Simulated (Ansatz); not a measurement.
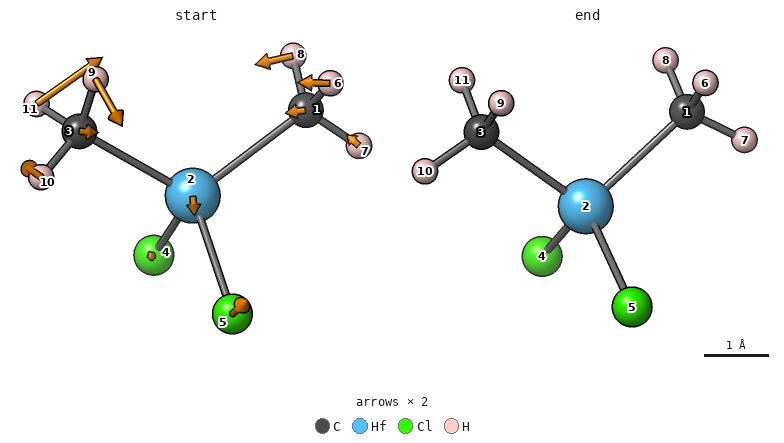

The structure of C₂H₆Cl₂Hf before (left) and after (right) a relaxation, at one scale. The orange arrows give the displacements, magnified 2 times.

Style: ball-and-stick. Shown at a tilt.

The start comes from GFN2-xTB.

All numbers below come from Ansatz 0.2.0, RKS PBE0-D4/def2-TZVP.

Input
```yaml
crystal:
  periodic: [false, false, false]
  atoms:
    - {symbol: C, position_ang: [-1.755040, 0.663570, 0.491870]}
    - {symbol: Hf, position_ang: [0.155250, 0.346090, -0.634040]}
    - {symbol: C, position_ang: [1.559450, -1.111310, 0.329130]}
    - {symbol: Cl, position_ang: [-0.330670, -0.356740, -2.813540]}
    - {symbol: Cl, position_ang: [1.231340, 2.403340, -0.940360]}
    - {symbol: H, position_ang: [-1.605020, 1.060040, 1.505010]}
    - {symbol: H, position_ang: [-2.392550, 1.390280, -0.034680]}
    - {symbol: H, position_ang: [-2.353320, -0.250450, 0.603570]}
    - {symbol: H, position_ang: [1.493160, -1.141610, 1.424320]}
    - {symbol: H, position_ang: [2.604300, -0.863980, 0.088710]}
    - {symbol: H, position_ang: [1.393100, -2.139230, -0.020010]}
basis:
  gaussian: {orbitals: def2-TZVP}
hamiltonian: {xc: pbe0, dispersion: d4}
relax: {f_tol: 0.005, max_steps: 150}
```

Command:
```bash
ansatz run in.yaml --threads 4 --pin off --events-out ev --progress --plain --max-ram 11315MiB
```

### What changed between the two?

Over 20 accepted moves (23 points after the start) the energy falls by 12.4 kJ/mol. The largest force component goes from 0.24 to 0.0042 eV/Å. The line search rejected the trial steps at points 6, 9, 17 of the run. The forces were under the threshold at step 18, but the run went on from there. H11 moves most after the best rigid fit: 0.64 Å. By element the largest moves are H 0.64 Å, Cl 0.33 Å, C 0.17 Å, Hf 0.17 Å. Among the contacts that change: C1–Hf2 2.240 → 2.190 Å. Among the angles between lasting bonds that change: Cl4–Hf2–Cl5 103.7° → 117.8°, C1–Hf2–C3 114.2° → 103.6°, Hf2–C3–H9 114.1° → 110.8°. Groups turn about Hf2–C3 by about 30°. The run took 39 s on 4 threads of AMD EPYC 9R45 96-Core (shared host).
